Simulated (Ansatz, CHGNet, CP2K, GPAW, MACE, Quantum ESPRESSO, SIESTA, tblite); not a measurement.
# Running random packing of C68N32 (at. %) (79 atoms) with SIESTA

Aim: run random packing of C68N32 (at. %) (79 atoms) in SIESTA and see how near its forces come to a plane-wave reference, and at what cost.

Calculated with SIESTA 5.4.2; the method is named at each step.

### 1. The starting structure

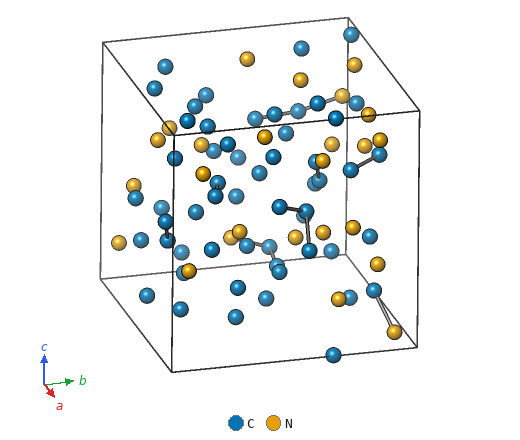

The cell as given, slightly off an axis (carbon blue, nitrogen orange). Bonds to atoms that aren't drawn are left out. Some periodic images of atoms are drawn too.

The cell holds 79 atoms: 54 C and 25 N. Cell: a = 8.889 Å, b = 8.889 Å, c = 8.889 Å, α = 90.0°, β = 90.0°, γ = 90.0°. 79 atoms (54 C, 25 N) packed at random in a cube at 2.36 g/cm³ and pushed apart as soft spheres; a start for melting by ab initio MD, not an equilibrated structure. Then every atom was moved at random, 0.02 Å r.m.s. a Cartesian component.

The yardstick, on the same geometry:

* method: Kohn-Sham DFT, PBE, SSSP efficiency 1.3.0 pseudopotentials, plane waves (Quantum ESPRESSO 7.5); sssp-pbe-1.3.0-efficiency, cutoffs 60/480 Ry, Γ point
* r.m.s. force component: 1.953 eV/Å
* longest force: 5.878 eV/Å
* pressure: -24.14 GPa
* time: 2.8 min on 2 MPI ranks of Arm Neoverse V2, shared host
* CPU time: 5.6 min

### 2. PBE, DZP, shift 0.01 Ry, mesh 500 Ry

Method: Kohn-Sham DFT, PBE, PseudoDojo 0.4.1 norm-conserving pseudopotentials (converted to PSML), numerical atomic orbitals (DZP), diagonalisation.

The .psml files are PseudoDojo norm-conserving potentials that we converted to this format, checked against plane waves on the same files for H, C, O, Si, Ge and Ca alone.

The input, input.fdf:

```
SystemLabel cell
NumberOfAtoms 79
NumberOfSpecies 2
%block ChemicalSpeciesLabel
  1 6 C
  2 7 N
%endblock ChemicalSpeciesLabel
LatticeConstant 1.0 Ang
%block LatticeVectors
  8.88940 0.00000 0.00000
  0.00000 8.88940 0.00000
  0.00000 0.00000 8.88940
%endblock LatticeVectors
PAO.BasisSize DZP
PAO.EnergyShift 0.01 Ry
XC.Functional GGA
XC.Authors PBE
MeshCutoff 500 Ry
%block kgrid_Monkhorst_Pack
  1 0 0 0.0
  0 1 0 0.0
  0 0 1 0.0
%endblock kgrid_Monkhorst_Pack
SolutionMethod diagon
OccupationFunction FD
ElectronicTemperature 580 K
SCF.Mixer.Method Pulay
SCF.Mixer.Weight 0.05
SCF.Mixer.History 8
SCF.Mix Hamiltonian
MaxSCFIterations 300
SCF.DM.Tolerance 1e-04
SCF.H.Tolerance 1.0e-3 eV
WriteForces T
Write.HirshfeldPop T
Write.VoronoiPop T
Write.DM F
Write.H F
XML.Write F
AtomicCoordinatesFormat Fractional
%block AtomicCoordinatesAndAtomicSpecies
  0.72123 0.34128 0.08779 1
  0.44391 0.75793 0.51234 1
  0.52761 0.23174 0.46630 1
  0.55701 0.51288 0.08372 1
  0.33039 0.06713 0.28738 1
  0.81274 0.10984 0.97678 1
  0.68337 0.93093 0.69705 1
  0.08994 0.77335 0.66374 1
  0.13648 0.21605 0.92809 1
  0.10986 0.29800 0.12476 1
  0.56999 0.70672 0.64584 1
  0.12241 0.58894 0.66372 1
  0.07954 0.80486 0.21569 1
  0.38414 0.02741 0.49020 1
  0.83776 0.21881 0.65698 1
  0.15830 0.96637 0.99318 1
  0.51416 0.03981 0.12836 1
  0.06794 0.22708 0.30390 1
  0.24832 0.47758 0.39726 1
  0.12406 0.42025 0.54627 1
  0.17731 0.63540 0.13885 1
  0.83958 0.31386 0.26108 1
  0.81205 0.02484 0.55955 1
  0.65921 0.28059 0.63634 1
  0.83791 0.58975 0.55430 1
  0.56924 0.26362 0.84094 1
  0.82054 0.87462 0.18326 1
  0.72748 0.11443 0.14685 1
  0.38734 0.22650 0.15457 1
  0.31278 0.65876 0.66964 1
  0.98269 0.66407 0.99630 1
  0.53812 0.85904 0.04362 1
  0.80321 0.77988 0.69483 1
  0.81782 0.45934 0.78940 1
  0.19951 0.75204 0.97366 1
  0.07013 0.40270 0.76209 1
  0.18307 0.81783 0.39015 1
  0.78305 0.64804 0.98238 1
  0.68862 0.07009 0.42676 1
  0.49844 0.44939 0.28963 1
  0.71739 0.88581 0.36951 1
  0.93803 0.45165 0.62665 1
  0.41081 0.81974 0.19373 1
  0.99961 0.55690 0.45478 1
  0.43181 0.51712 0.56338 1
  0.82115 0.21167 0.42523 1
  0.82898 0.26990 0.86702 1
  0.56995 0.53578 0.86405 1
  0.31420 0.28672 0.82337 1
  0.32495 0.94135 0.77184 1
  0.71782 0.51837 0.25874 1
  0.32360 0.11828 0.92014 1
  0.36886 0.61085 0.13680 1
  0.65001 0.10776 0.75383 1
  0.25316 0.86427 0.57840 2
  0.27689 0.32559 0.64143 2
[... 19 atom lines left out ...]
  0.21231 0.46838 0.20912 2
  0.72162 0.69445 0.40824 2
  0.66812 0.36900 0.42412 2
  0.05114 0.26052 0.63055 2
%endblock AtomicCoordinatesAndAtomicSpecies
```

On the command line:

```bash
OMP_NUM_THREADS=1 mpirun -np 2 siesta < input.fdf > output.txt
```

Log:

```text
Version         : 5.4.2
reinit: System Name:
reinit: System Label: cell
initatom: Reading input for the pseudopotentials and atomic orbitals ----------
Species number:   1 Atomic number:    6 Label: C
Species number:   2 Atomic number:    7 Label: N
Ground state valence configuration (from tables):   2s02  2p02  3d00  4f00
Ground state valence configuration (from tables):   2s02  2p03  3d00  4f00
---- Processing specs for species: C
GGA--PBE XC_GGA_X_PBE--XC_GGA_C_PBE pb
---- Processing specs for species: N
GGA--PBE XC_GGA_X_PBE--XC_GGA_C_PBE pb
C pseudopotential only contains V_ls up to l=1 -- lmxkb reset.
N pseudopotential only contains V_ls up to l=1 -- lmxkb reset.
Using PAO.SplitTailNorm
%block ChemicalSpeciesLabel
    1    6 C                       # Species index, atomic number, species label
    2    7 N                       # Species index, atomic number, species label
%endblock ChemicalSpeciesLabel
%block PAO.Basis                 # Define Basis set
C                     2                    # Species label, number of l-shells
 n=2   0   2                         # n, l, Nzeta
   4.484      3.048
   1.000      1.000
 n=2   1   2 P   1                   # n, l, Nzeta, Polarization, NzetaPol
   5.436      3.692
   1.000      1.000
N                     2                    # Species label, number of l-shells
 n=2   0   2                         # n, l, Nzeta
   3.944      2.617
   1.000      1.000
 n=2   1   2 P   1                   # n, l, Nzeta, Polarization, NzetaPol
   4.781      3.167
   1.000      1.000
%endblock PAO.Basis
coor:   Atomic-coordinates input format  =     Fractional
siesta: System type = bulk
initatomlists: Number of atoms, orbitals, and projectors:     79  1027   632
siesta: ******************** Simulation parameters ****************************
Total number of electrons:   341.000000
Total ionic charge:   341.000000
 Kpoints in:            1 . Kpoints trimmed:            1
siesta: k-grid: Number of k-points = 1
siesta: k-points from Monkhorst-Pack grid
siesta: k-cutoff (effective) =     4.445 Ang
siesta: k-point supercell and displacements
siesta: k-grid:     1     0     0      0.000
siesta: k-grid:     0     1     0      0.000
siesta: k-grid:     0     0     1      0.000
                     ====================================
                        Single-point calculation
                     ====================================
outcell: Unit cell vectors (Ang):
        8.889400    0.000000    0.000000
        0.000000    8.889400    0.000000
        0.000000    0.000000    8.889400
outcell: Cell vector modules (Ang)   :    8.889400    8.889400    8.889400
outcell: Cell angles (23,13,12) (deg):     90.0000     90.0000     90.0000
outcell: Cell volume (Ang**3)        :    702.4531
Gamma-point calculation with multiply-connected orbital pairs
Gamma-point calculation with multiply-connected orbital pairs
Folding of H and S implicitly performed
Folding of H and S implicitly performed
new_DM -- step:     1
Initializing Density Matrix...
Attempting to read DM from file... Failed...
DM filled with atomic data:
InitMesh: MESH = 120 x 120 x 120 = 1728000
InitMesh: Mesh cutoff (required, used) =   500.000   503.639 Ry
stepf: Fermi-Dirac step function
        iscf     Eharris(eV)        E_KS(eV)     FreeEng(eV)     dDmax    Ef(eV) dHmax(eV)
   scf:    1   -15544.531067   -15589.315674   -15589.612330  1.408622 -4.266391  8.764623
   scf:    2   -15613.192418   -15604.816391   -15605.125624  0.136948 -4.279044  3.516974
   scf:    3   -15611.475296   -15608.830615   -15609.154343  0.074472 -4.296948  2.079373
   scf:    4   -15612.018884   -15610.825309   -15611.160265  0.062095 -4.336377  1.083319
   scf:    5   -15611.941623   -15611.467881   -15611.811221  0.023878 -4.374789  0.896576
   scf:    6   -15612.066605   -15611.798296   -15612.145073  0.013433 -4.409825  0.598386
[...]
scf:   20   -15612.202184   -15612.202190   -15612.552183  0.000128 -4.544827  0.001649
   scf:   21   -15612.202192   -15612.202191   -15612.552185  0.000078 -4.544726  0.001101
   scf:   22   -15612.202207   -15612.202199   -15612.552188  0.000088 -4.544707  0.000489
SCF Convergence by DM+H criterion
max |DM_out - DM_in|         :     0.0000875404
max |H_out - H_in|      (eV) :     0.0004886687
SCF cycle converged after 22 iterations
Using DM_out to compute the final energy and forces
siesta: E_KS(eV) =           -15612.2022
siesta: E_KS - E_eggbox =    -15612.2022
siesta: Atomic forces (eV/Ang):
     1    0.878532   -1.988790    2.469962
     2    1.461974   -2.021723    2.031305
     3    5.076228   -0.683736    1.521174
     4    0.330595   -0.651336   -0.023277
     5   -2.393397    0.076474   -1.117542
     6   -1.230556    0.925042    0.938592
[...]
77   -2.015616    1.347910   -0.508107
    78   -1.998051   -0.808217   -0.227496
    79   -0.251940    2.714479    1.440519
----------------------------------------
   Tot   -0.001116   -0.006321   -0.000712
----------------------------------------
   Max    5.076228
   Res    1.922079    sqrt( Sum f_i^2 / 3N )
----------------------------------------
   Max    5.076228    constrained
Stress tensor Voigt[x,y,z,yz,xz,xy] (kbar):      185.54      275.95      205.79      -10.85      -15.28       -1.09
(Free)E + p*V (eV/cell)   -15710.0726
Target enthalpy (eV/cell)   -15612.5522
siesta: Program's energy decomposition (eV):
siesta: Ebs     =     -4062.245396
siesta: Eions   =     26520.776835
siesta: Ena     =      6471.102613
siesta: Ekin    =      9450.780488
siesta: Enl     =      -383.535858
siesta: DEna    =       225.859966
siesta: DUscf   =         7.641985
siesta: Ex      =     -4448.985906
siesta: Ec      =      -414.288653
siesta: Exc     =     -4863.274559
siesta: Eharris =    -15612.202207
siesta: Etot    =    -15612.202199
siesta: FreeEng =    -15612.552188
siesta: Final energy (eV):
siesta:  Band Struct. =   -4062.245396
siesta:       Kinetic =    9450.780488
siesta:       Hartree =    2913.110854
siesta:         Exch. =   -4448.985906
siesta:         Corr. =    -414.288653
siesta:   Exch.-corr. =   -4863.274559
siesta:  Ion-electron =  -14050.635466
siesta:       Ion-ion =   -9062.183517
siesta:         Total =  -15612.202199
siesta:         Fermi =      -4.544707
siesta: Stress tensor (static) (eV/Ang**3):
siesta:     0.115807   -0.000683   -0.009537
siesta:    -0.000683    0.172234   -0.006775
siesta:    -0.009537   -0.006775    0.128444
siesta: Cell volume =        702.453121 Ang**3
siesta: Pressure (static):
siesta:                Solid            Molecule  Units
siesta:          -0.00151203         -0.00107845  Ry/Bohr**3
siesta:          -0.13882837         -0.09901907  eV/Ang**3
siesta:        -222.42757016       -158.64603375  kBar
    Orbital volume contribution        =          26.890001 eV
    (Free)E + p_basis*V_orbitals       =      -15585.662187 eV
    (Free)Eharris+ p_basis*V_orbitals  =      -15585.662195 eV
Hirshfeld Atomic Populations:
Atom #   charge [q] valence [e]  Species
     1     0.003353    3.996647  C
     2    -0.005829    4.005829  C
     3     0.000505    3.999495  C
     4     0.017760    3.982240  C
     5     0.007919    3.992081  C
     6     0.008008    3.991992  C
[...]
55     0.014785    4.985215  N
    56    -0.063273    5.063273  N
    57    -0.017268    5.017268  N
    58    -0.028619    5.028619  N
    59    -0.045700    5.045700  N
    60    -0.025418    5.025418  N
[...]
--------------------
 Total    -0.000027
Voronoi Atomic Populations:
Atom #   charge [q] valence [e]  Species
[...]
52     0.015921    3.984079  C
    53     0.046087    3.953913  C
    54     0.016165    3.983835  C
[...]
77    -0.040884    5.040884  N
    78    -0.051831    5.051831  N
    79    -0.007024    5.007024  N
--------------------
 Total    -0.000027
```

Run time: 3.1 min. Hardware: 2 MPI ranks of Arm Neoverse V2, shared host; peak memory 1.6 GiB.

Banners, paths, timers and routine set-up lines are dropped from the logs unmarked, and long logs keep their key lines alone; longer cuts are marked.

Against the reference:

* r.m.s. force component: 1.922 eV/Å
* r.m.s. difference of force components: 105.1 meV/Å
* longest difference of force vectors: 408.3 meV/Å
* force difference over r.m.s. force: 5.383 %
* slope of forces against the reference's: 0.9827
* correlation of force components: 0.9987
* pressure: -22.24 GPa
* pressure difference: 1.895 GPa

Length of the force difference by element (eV/Å):

| element | atoms | mean | most |
| --- | --- | --- | --- |
| C | 54 | 0.15 | 0.30 |
| N | 25 | 0.20 | 0.41 |

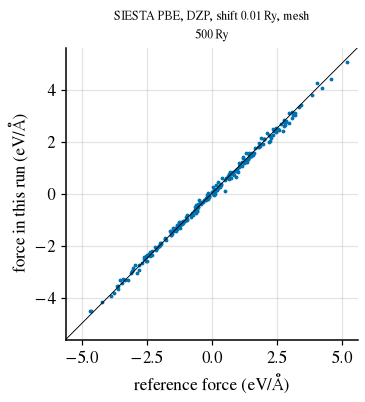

Force components against those of the reference; the line marks equality.

A closer look about C32, which bears the longest force: 9 atoms, nearest first, numbered in the order of the input, with positions taken from that point.

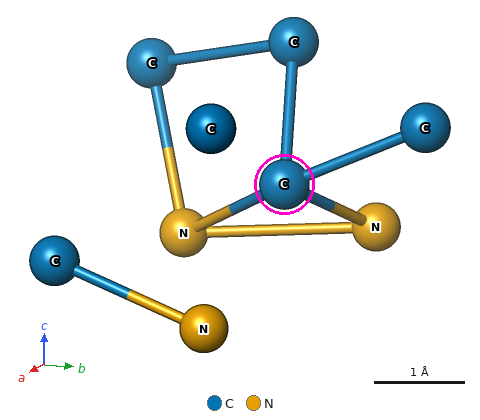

The atoms of the table, within 2.9 Å (arrows a, b, c point along x, y, z); some may hide others; the central atom is ringed.

| atom | x | y | z | distance (Å) | Hirshfeld charge (e) | Fx | Fy | Fz (eV/Å) |
| --- | --- | --- | --- | --- | --- | --- | --- | --- |
| C32 | 0.00 | 0.00 | 0.00 | 0.00 | -0.04 | -4.50 | 2.74 | 2.23 |
| N67 | -1.45 | 0.51 | -0.78 | 1.72 | -0.02 | -1.05 | 1.31 | -2.40 |
| C43 | -1.13 | -0.35 | 1.33 | 1.78 | -0.01 | 2.27 | -1.18 | -1.22 |
| C17 | -0.21 | 1.61 | 0.75 | 1.79 | 0.02 | 2.47 | 1.18 | 0.05 |
| N60 | -0.93 | -1.58 | -0.92 | 2.05 | -0.03 | 1.00 | -2.22 | 0.60 |
| N57 | 2.26 | -0.05 | -1.13 | 2.52 | -0.02 | 0.11 | -1.39 | 0.20 |
| C53 | -1.50 | -2.21 | 0.83 | 2.80 | 0.04 | -0.17 | 1.23 | -2.65 |
| C27 | 2.51 | 0.14 | 1.24 | 2.80 | 0.02 | 1.98 | -2.06 | 1.80 |
| C38 | 2.18 | -1.88 | -0.54 | 2.92 | 0.00 | 2.44 | 2.41 | -1.70 |

Forces lie 5.4 % from the reference's, at 1.1 times its CPU time.

### 3. PBE, SZ, shift 0.01 Ry, mesh 500 Ry

Method: Kohn-Sham DFT, PBE, PseudoDojo 0.4.1 norm-conserving pseudopotentials (converted to PSML), numerical atomic orbitals (SZ), diagonalisation.

input.fdf: that of step 2 with these lines changed.

```diff
@@ -13,3 +13,3 @@
 %endblock LatticeVectors
-PAO.BasisSize DZP
+PAO.BasisSize SZ
 PAO.EnergyShift 0.01 Ry
```

On the command line:

```bash
OMP_NUM_THREADS=1 siesta < input.fdf > output.txt
```

Log:

```text
Version         : 5.4.2
reinit: System Name:
reinit: System Label: cell
initatom: Reading input for the pseudopotentials and atomic orbitals ----------
Species number:   1 Atomic number:    6 Label: C
Species number:   2 Atomic number:    7 Label: N
Ground state valence configuration (from tables):   2s02  2p02  3d00  4f00
[... lines left out ...]
        iscf     Eharris(eV)        E_KS(eV)     FreeEng(eV)     dDmax    Ef(eV) dHmax(eV)
[... lines left out ...]
SCF Convergence by DM+H criterion
[... lines left out ...]
SCF cycle converged after 22 iterations
[... lines left out ...]
   Max    5.535909
[... lines left out ...]
   Max    5.535909    constrained
Stress tensor Voigt[x,y,z,yz,xz,xy] (kbar):      -18.39       48.50       -5.91        8.71       -5.11       15.60
[... lines left out ...]
siesta: FreeEng =    -15563.705738
[... lines left out ...]
siesta:         Fermi =      -4.620427
[... lines left out ...]
siesta:          -0.00503526          0.02672862  eV/Ang**3
siesta:          -8.06738144         42.82396438  kBar
    Orbital volume contribution        =          13.799636 eV
    (Free)E + p_basis*V_orbitals       =      -15549.906102 eV
    (Free)Eharris+ p_basis*V_orbitals  =      -15549.906102 eV
Hirshfeld Atomic Populations:
Atom #   charge [q] valence [e]  Species
     1     0.000201    3.999799  C
     2     0.004002    3.995998  C
     3     0.011530    3.988470  C
[...]
55     0.007908    4.992092  N
    56    -0.066218    5.066218  N
    57    -0.027931    5.027931  N
[...]
--------------------
 Total    -0.000029
Voronoi Atomic Populations:
Atom #   charge [q] valence [e]  Species
[...]
53     0.037676    3.962324  C
    54    -0.007347    4.007347  C
[...]
78    -0.059010    5.059010  N
    79    -0.013824    5.013824  N
--------------------
 Total    -0.000029
```

It took 86 s on 1 thread; peak memory 0.65 GiB.

Against the reference:

```yaml
r_m_s_force_component: 1.589 eV/Å
r_m_s_difference_of_force_components: 1405 meV/Å
longest_difference_of_force_vectors: 4924 meV/Å
force_difference_over_r_m_s_force: 71.93 %
slope_of_forces_against_the_reference_s: 0.5721
correlation_of_force_components: 0.7034
pressure: -0.8067 GPa
pressure_difference: 23.33 GPa
```

This is a coarse setting, run to see what it loses.

Against the first run (5.4 %), the force difference from the reference is 72 %, at 0.23 times the CPU time (on 1 against 2 cores), with 316 basis functions against 1027: the smaller basis costs accuracy.

### 4. PBE, DZ, shift 0.01 Ry, mesh 500 Ry

Method: Kohn-Sham DFT, PBE, PseudoDojo 0.4.1 norm-conserving pseudopotentials (converted to PSML), numerical atomic orbitals (DZ), diagonalisation.

input.fdf: that of step 3 with these lines changed.

```diff
@@ -13,3 +13,3 @@
 %endblock LatticeVectors
-PAO.BasisSize SZ
+PAO.BasisSize DZ
 PAO.EnergyShift 0.01 Ry
```

On the command line:

```bash
OMP_NUM_THREADS=1 mpirun -np 2 siesta < input.fdf > output.txt
```

Log:

```text
Version         : 5.4.2
reinit: System Name:
reinit: System Label: cell
initatom: Reading input for the pseudopotentials and atomic orbitals ----------
Species number:   1 Atomic number:    6 Label: C
Species number:   2 Atomic number:    7 Label: N
Ground state valence configuration (from tables):   2s02  2p02  3d00  4f00
[... lines left out ...]
        iscf     Eharris(eV)        E_KS(eV)     FreeEng(eV)     dDmax    Ef(eV) dHmax(eV)
[... lines left out ...]
SCF Convergence by DM+H criterion
[... lines left out ...]
SCF cycle converged after 21 iterations
[... lines left out ...]
   Max    4.970512
[... lines left out ...]
   Max    4.970512    constrained
Stress tensor Voigt[x,y,z,yz,xz,xy] (kbar):      103.05      189.15      126.11       -7.23      -11.69        3.36
[... lines left out ...]
siesta: FreeEng =    -15591.867800
[... lines left out ...]
siesta:         Fermi =      -4.459379
[... lines left out ...]
siesta:          -0.08702983         -0.04713331  eV/Ang**3
siesta:        -139.43716519        -75.51588946  kBar
    Orbital volume contribution        =          18.052377 eV
    (Free)E + p_basis*V_orbitals       =      -15573.815422 eV
    (Free)Eharris+ p_basis*V_orbitals  =      -15573.815422 eV
Hirshfeld Atomic Populations:
Atom #   charge [q] valence [e]  Species
     1    -0.000623    4.000623  C
     2    -0.005045    4.005045  C
     3     0.002381    3.997619  C
[...]
55     0.018259    4.981741  N
    56    -0.064164    5.064164  N
    57    -0.022664    5.022664  N
[...]
--------------------
 Total    -0.000034
Voronoi Atomic Populations:
Atom #   charge [q] valence [e]  Species
[...]
53     0.042474    3.957526  C
    54     0.008606    3.991394  C
[...]
78    -0.053553    5.053553  N
    79    -0.003891    5.003891  N
--------------------
 Total    -0.000034
```

It took 63 s on 2 MPI ranks; peak memory 1 GiB; 2.1 min of CPU time.

Numbers from this run, and their distance from the reference:

```yaml
r_m_s_force_component: 1.754 eV/Å
r_m_s_difference_of_force_components: 608.4 meV/Å
longest_difference_of_force_vectors: 2099 meV/Å
force_difference_over_r_m_s_force: 31.15 %
slope_of_forces_against_the_reference_s: 0.8546
correlation_of_force_components: 0.9518
pressure: -13.94 GPa
pressure_difference: 10.19 GPa
```

This is a coarse setting, run to see what it loses.

Against the first run (5.4 %), the force difference from the reference is 31 %, at 0.34 times the CPU time, with 632 basis functions against 1027: the smaller basis costs accuracy.

(Continued in part 2 of 2.)

[Also dropped from logs without a mark: logging warnings of Python, and SIESTA's first energy breakdown and zero terms.]

[Logs are printed without paths, hosts, clocks, repeated set-up lines and the standing remarks that a program may print on its own settings, such as how far it seeks lower states.]

[Hosts, paths, dates, database ids (printed as entryN), source tags and the programs' standing remarks are cut or masked in the printed files.]
